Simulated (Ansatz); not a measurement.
# AlHO (singlet): RPA-PBE over a scan of the scale of all distances, 6-31G

How well do these functionals follow the top wave-function level for AlHO (singlet) over a scan of the scale of all distances?

Computed with Ansatz 0.2.0, Gaussian basis. Level: 6-31G, all electrons in the functionals, frozen cores in the correlation of double hybrids and RPA.

Plan: RPA-PBE, at 0.895; 1.000; 1.117; 1.324; 1.482; 1.756; 2.040; 2.364.

27 further runs of the same task are left out: 18 for a known fault of the program, 5 that didn't finish, 4 set aside as unsound or not needed.

### Step 1. What is computed

The geometry derives from a PBE0/def2-TZVP stationary point (not a proven minimum). All distances are scaled together.

3 atoms, charge 0, spin multiplicity 1.

Atoms are counted from 1 here; the program's logs count them from 0.

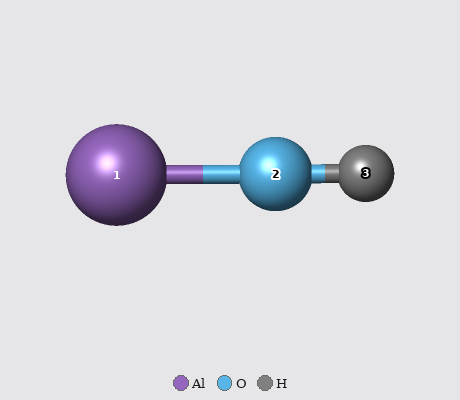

The geometry (aluminium purple, oxygen blue, hydrogen grey); atoms are numbered from 1 in the order of the file.

No dispersion term is added.

The geometry shown and the zero of energy belong to the point 1.000. The yardstick, FCI, and other wave-function levels (R restricted, U unrestricted, valence and pair active spaces) come from earlier runs.

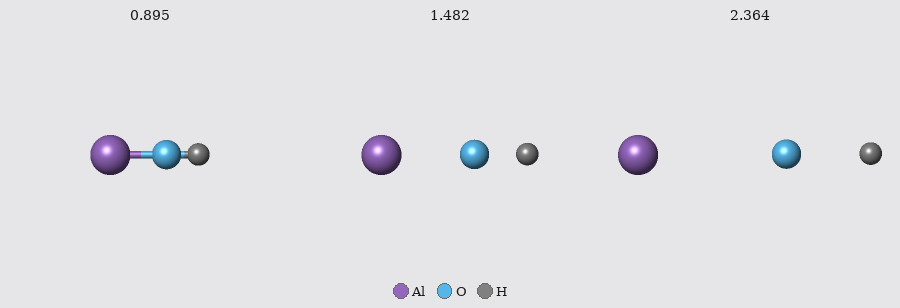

Three points of the scan; sticks are drawn by distance.

### Step 2. RPA-PBE, 0.895

in.yaml

```yaml
crystal:
  periodic: [false, false, false]
  atoms:
    - {symbol: Al, position_ang: [0.000000, 0.000000, 1.282528]}
    - {symbol: O, position_ang: [0.000000, 0.000000, -0.216123]}
    - {symbol: H, position_ang: [0.000000, 0.000000, -1.066405]}
basis:
  gaussian: {orbitals: 6-31G}
hamiltonian: {xc: {name: PBE}}
correlation: {method: rpa, electrons: outside_noble_gas}
```

Run with:

```console
$ ansatz run in.yaml --threads 1 --pin off --events-out ev --progress --plain --max-ram 2393MiB
```

Further steps of the session: RPA-PBE, 1.000; RPA-PBE, 1.117; RPA-PBE, 1.324; RPA-PBE, 1.482; RPA-PBE, 1.756; RPA-PBE, 2.040; RPA-PBE, 2.364.

**Question.** What will the summary of the whole plan be? Wanted: span of the FCI curve; largest miss, RPA-PBE.

As calculated:

| quantity | value |
| --- | --- |
| span of the FCI curve | 8.080 eV |
| largest miss, RPA-PBE | -0.737 eV (1.756) |

RPA-PBE strays by up to 0.737 eV, at 1.756. RPA-PBE clearly breaks the spin symmetry at some points (⟨S²⟩ up to 1.44 above the pure value), so energy there is bought with a mixed spin. Functionals and the yardstick converge differently with the basis, so part of each miss in 6-31G is the basis.
